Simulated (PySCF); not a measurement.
# Si₅H₁₂O: electronic excitations

Aim: predict the electronic excitations of Si₅H₁₂O (`O[Si@@H]([SiH3])[SiH2][SiH2][SiH3]`).

Computed with PySCF 2.14.0, with density-fitted response routines of our own, on a single molecule in the gas phase. Atoms count from 0, in the outputs and in this text.

## (1) Starting geometry

18 atoms, charge 0, multiplicity 1; geometry from: GFN2-xTB.

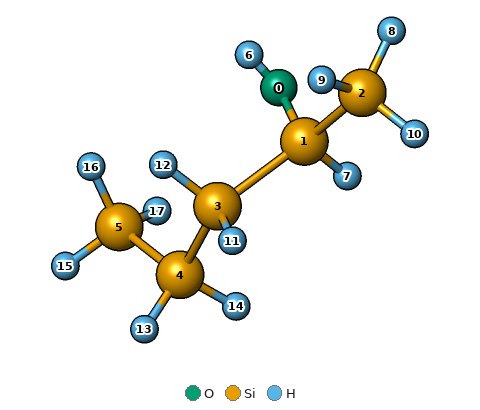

As it starts; oxygen teal, silicon amber, hydrogen blue, atoms numbered.

## (2) TDDFT and polarisability: B3LYP/def2-SVPD

The job: settings as JSON, then the geometry in Å.

```
{"job": {"kind": "uv", "xc": "B3LYP", "basis": "def2-SVPD", "nstates": 8, "ntriplets": 3}, "charge": 0, "multiplicity": 1}
O     -0.790715    -2.013713    -0.502289
Si    -1.361126    -0.571368    -1.048633
Si    -3.680330    -0.541948    -0.993675
Si    -0.184711     1.102639     0.054386
Si     2.053389     1.360417    -0.518233
Si     3.495543    -0.214941     0.372808
H     -0.921232    -2.313589     0.391268
H     -0.871411    -0.695307    -2.430401
H     -4.329877    -1.858240    -1.054918
H     -4.182541     0.079123     0.239914
H     -4.234186     0.240426    -2.101299
H     -0.931878     2.365066    -0.073049
H     -0.244843     0.846110     1.511731
H      2.533779     2.715998    -0.192940
H      2.146376     1.327844    -1.989683
H      4.800251     0.318182     0.774937
H      2.921231    -0.829394     1.575936
H      3.773520    -1.310988    -0.557036
```

Level: TDDFT B3LYP/def2-SVPD, vertical, gas phase, core orbitals frozen in the response.

On the command line:

```console
$ OMP_NUM_THREADS=1 python probes_run.py task.json out
```

One launch serves the whole session: the jobs run in the order shown.

The program printed:

```text
coarse grid: 16648 points
cycle   1  E = -1529.2148723676  dE =  6.847e-03  |g| = 7.453e-01  |ddm| = 5.048e+00
cycle   2  E = -1528.8931968529  dE =  3.217e-01  |g| = 1.456e+00  |ddm| = 2.173e+00
cycle   3  E = -1529.3229449675  dE = -4.297e-01  |g| = 7.971e-02  |ddm| = 1.549e+00
cycle   4  E = -1529.3244988530  dE = -1.554e-03  |g| = 3.315e-02  |ddm| = 2.000e-01
cycle   5  E = -1529.3249452583  dE = -4.464e-04  |g| = 6.612e-03  |ddm| = 8.185e-02
cycle   6  E = -1529.3249615868  dE = -1.633e-05  |g| = 1.154e-03  |ddm| = 1.558e-02
cycle   7  E = -1529.3249619959  dE = -4.091e-07  |g| = 3.755e-04  |ddm| = 2.916e-03
final grid: 135304 points
cycle   8  E = -1529.5231894928  dE = -1.446e-05  |g| = 1.318e-03  |ddm| = 5.920e-02
cycle   9  E = -1529.5231896269  dE = -1.341e-07  |g| = 1.253e-03  |ddm| = 6.543e-03
cycle  10  E = -1529.5231901972  dE = -5.702e-07  |g| = 2.111e-04  |ddm| = 2.884e-03
cycle  11  E = -1529.5231902070  dE = -9.834e-09  |g| = 1.245e-04  |ddm| = 4.289e-04
cycle  12  E = -1529.5231902100  dE = -3.012e-09  |g| = 3.208e-05  |ddm| = 1.630e-04
cycle  13  E = -1529.5231902103  dE = -3.120e-10  |g| = 4.164e-06  |ddm| = 5.960e-05
converged SCF energy = -1529.5231902103

Static polarisability (au): isotropic 158.731, principal 126.442 139.570 210.182

Singlet excitations
state   eV       nm        f      main configurations
  1   5.1149    242.4   0.03227   H->L 0.93
  2   5.7570    215.4   0.44340   H->L+1 0.89
  3   5.9883    207.0   0.01975   H-1->L 0.83, H-2->L 0.12
  4   6.1207    202.6   0.00271   H->L+2 0.66, H-2->L 0.25
  5   6.1560    201.4   0.00180   H-2->L 0.55, H->L+2 0.28, H-1->L 0.10
  6   6.3942    193.9   0.00946   H->L+3 0.80, H-1->L+1 0.09
  7   6.4648    191.8   0.02662   H-3->L 0.44, H-1->L+1 0.38, H->L+3 0.13
  8   6.5672    188.8   0.06013   H-1->L+1 0.36, H-3->L 0.32, H->L+4 0.16

Triplet excitations (Tamm-Dancoff, eV): 4.6524 5.0997 5.5146
```

It took 92 s on 1 thread of Arm Neoverse N1, shared host; peak memory 0.98 GiB.

Frontier orbitals and where they lie:

```tsv
orbital	eV	atoms
HOMO−3	-8.66	Si4 28 %, Si3 17 %, H14 14 %
HOMO−2	-8.38	Si1 20 %, O0 15 %, Si2 13 %
HOMO−1	-8.17	Si4 20 %, Si3 19 %, Si5 16 %
HOMO	-7.39	Si1 21 %, Si3 20 %, O0 18 %
LUMO	-1.34	Si1 24 %, Si3 17 %, Si2 14 %
LUMO+1	-0.92	Si1 19 %, Si3 18 %, Si4 15 %
LUMO+2	-0.46	Si4 19 %, Si5 16 %, Si3 16 %
```

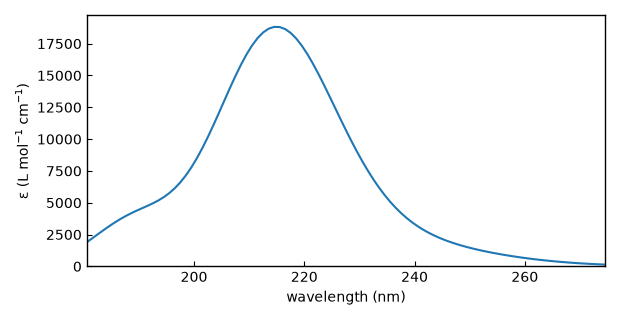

Absorption spectrum: each of the 8 states is a Gaussian band of 0.4 eV half-width at 1/e. Beyond the last state computed it falls off for lack of states.

Further results of this job:

```tsv
property	computed
dipole moment (D)	1.02
polarisability (Å³)	23.52
HOMO–LUMO gap (eV)	6.05
−ε(HOMO) (eV)	7.39
```

## (3) What came out

| quantity | value |
| --- | --- |
| lowest singlet (B3LYP/def2-SVPD) | 5.11 eV (242 nm), f = 0.032 |
| brightest single state of those computed | state 2, 5.76 eV, f = 0.443 |
| lowest triplet | 4.65 eV |

The first singlet state (HOMO→LUMO 0.93) lies at 5.11 eV and is weak; of the 8 states computed, the strongest absorption comes from state 2 at 5.76 eV. The lowest triplet lies 0.46 eV below the lowest singlet (triplets in Tamm-Dancoff, singlets in full TDDFT).
